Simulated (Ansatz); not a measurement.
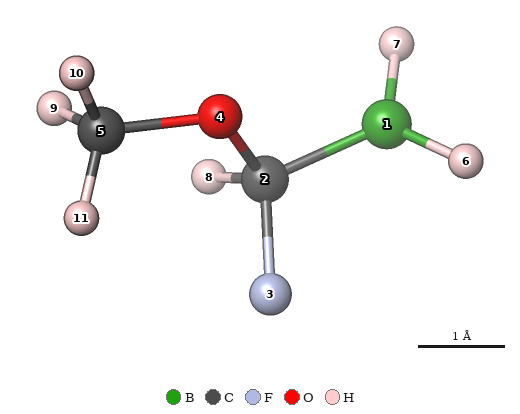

**Figure 1.** The structure as given in the input (ball-and-stick view, seen at a tilt; atoms are numbered from 1 in the order of the input). Bond lengths as drawn: B–C 1.58 Å, B–H 1.19 Å, C–F 1.39 Å, C–H 1.09 to 1.10 Å and C–O 1.38 to 1.42 Å.

**Run report: C₂H₆BFO, single-point calculation**

- system: C₂H₆BFO, SMILES BC(F)OC
- method: RKS PBE0-D4/def2-TZVPP (Ansatz 0.2.0)

The geometry comes from this level: PBE0-D4/def2-TZVP.

**Input file**
```yaml
crystal:
  periodic: [false, false, false]
  atoms:
    - {symbol: B, position_ang: [0.634307, 1.594136, -0.967343]}
    - {symbol: C, position_ang: [-0.335626, 0.488490, -0.381706]}
    - {symbol: F, position_ang: [-1.151286, -0.080793, -1.358951]}
    - {symbol: O, position_ang: [0.539776, -0.448769, 0.121624]}
    - {symbol: C, position_ang: [-0.048086, -1.416481, 0.972534]}
    - {symbol: H, position_ang: [0.996486, 1.517102, -2.099933]}
    - {symbol: H, position_ang: [1.020389, 2.464833, -0.248570]}
    - {symbol: H, position_ang: [-1.032111, 0.834541, 0.397424]}
    - {symbol: H, position_ang: [-0.542467, -0.933665, 1.823309]}
    - {symbol: H, position_ang: [0.757816, -2.052156, 1.336071]}
    - {symbol: H, position_ang: [-0.773797, -2.024138, 0.426041]}
basis:
  gaussian: {orbitals: def2-TZVPP}
hamiltonian: {xc: pbe0, dispersion: d4}
output: {orbitals: {seedname: orbitals}}
```

Run as:
```bash
ansatz run in.yaml --threads 4 --pin off --events-out ev --progress --plain --max-ram 10444MiB
```

**Output**
```
Functional definition: PBE0
  name "PBE0"
  cite "Adamo & Barone, J. Chem. Phys. 110, 6158 (1999) doi:10.1063/1.478522"
  cite "Perdew, Burke & Ernzerhof, Phys. Rev. Lett. 77, 3865 (1996) doi:10.1103/PhysRevLett.77.3865"
  parent pbe
  parameter a = 0.25
  parameter kappa = 0.804
  parameter beta = 0.06672455060314922
  exchange = (1 - a)*pbe_x(kappa = kappa, mu = beta*pi^2/3) + a*exact_x
  correlation = pbe_c(beta = beta)
1190 factors; their error is unknown
mean field evaluation 1: about -7601.2450 eV, gradient 4.5e1 eV
mean field evaluation 2: about -7600.1910 eV, gradient 5.2e1 eV
mean field evaluation 4: about -7605.3322 eV, gradient 2.7e0 eV
mean field evaluation 8: about -7605.3485 eV, gradient 5.5e-2 eV
mean field evaluation 16: about -7605.3491 eV, gradient 2.2e-5 eV
mean field -7605.34912199 eV, -279.4914251422 hartree, gradient 2.2e-5 eV, S^2 0.000000; 0 other end points of the search recorded, 0 dependent functions left out
reference -7605.34915533 eV, -279.4914263675 hartree; 20, 20 occupied and 219, 219 virtual orbitals, 1190 factors
Total energy: -7605.48701168 eV, -279.4964924950 hartree
```

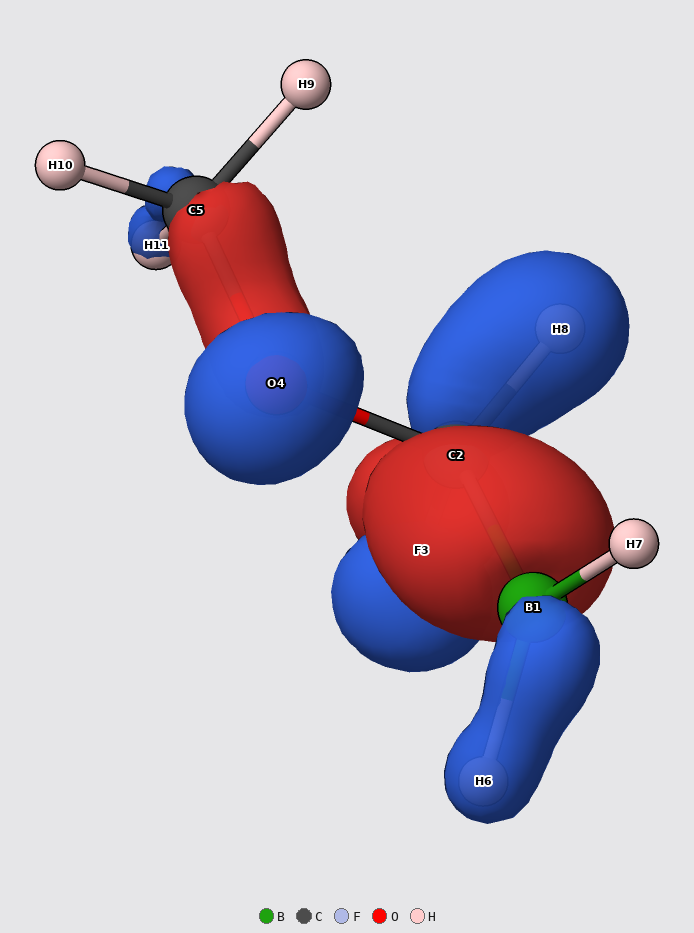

**Figure 2.** One frontier orbital at ±0.2 Å⁻³ᐟ² (red and blue are the two phases), seen at an oblique angle. The HOMO−1, at −8.75 eV. It lies mainly on C2 (25 %), F3 (20 %), B1 (15 %) and O4 (15 %).

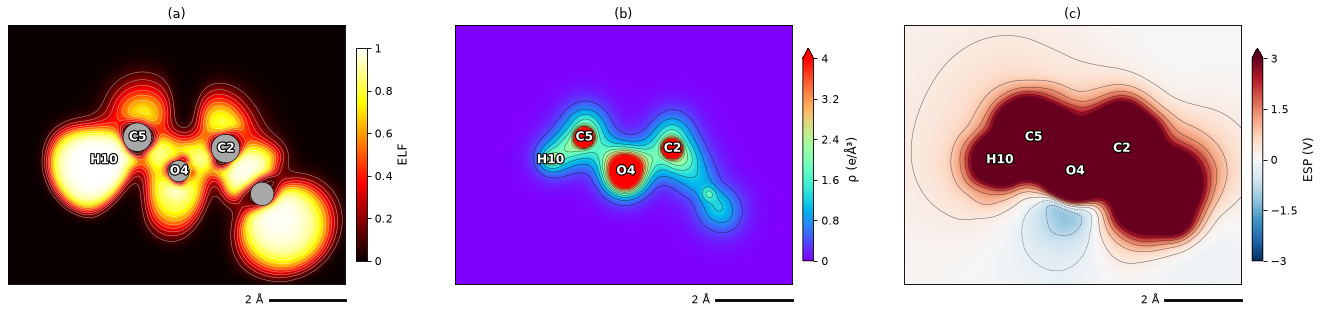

**Figure 3.** (a) electron localisation function; (b) total electron density; (c) molecular electrostatic potential on the plane of atoms C2, O4 and C5. Grey discs, where drawn, cover atomic cores. Atoms in the plane: C, O and H. C–H (1.09 Å): ρ is about 2.1 e/Å³ halfway; the ELF climbs to about 1 towards the hydrogen, as it does in any bond to H (a covalent bond by its length).

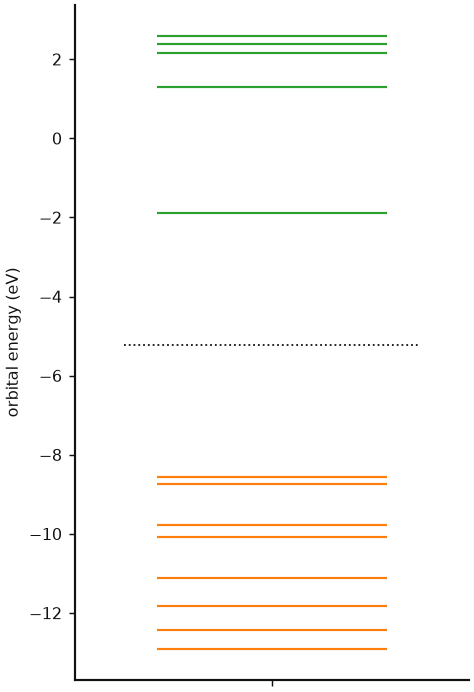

**Figure 4.** Orbital energies near the frontier; the dotted line parts filled from empty levels, and levels within 0.02 eV of each other stand side by side. Highest filled −8.56 eV, lowest empty −1.89 eV, 6.67 eV apart.

**Key numbers**

| quantity | value |
| --- | --- |
| outcome | converged |
| total energy | −7605.4870 eV |
| mean-field energy | −7605.3492 eV |
| dispersion energy | −0.1379 eV |
| SCF solution under orbital rotations | stable |
| HOMO | −8.56 eV |
| LUMO | −1.89 eV |
| hardware | 4 threads of INTEL XEON PLATINUM @ 2.10GHz, 23 GiB of memory available, shared host |
| wall time | 1.5 s (CPU time 5.2 s) |
| peak memory | 0.49 GiB |
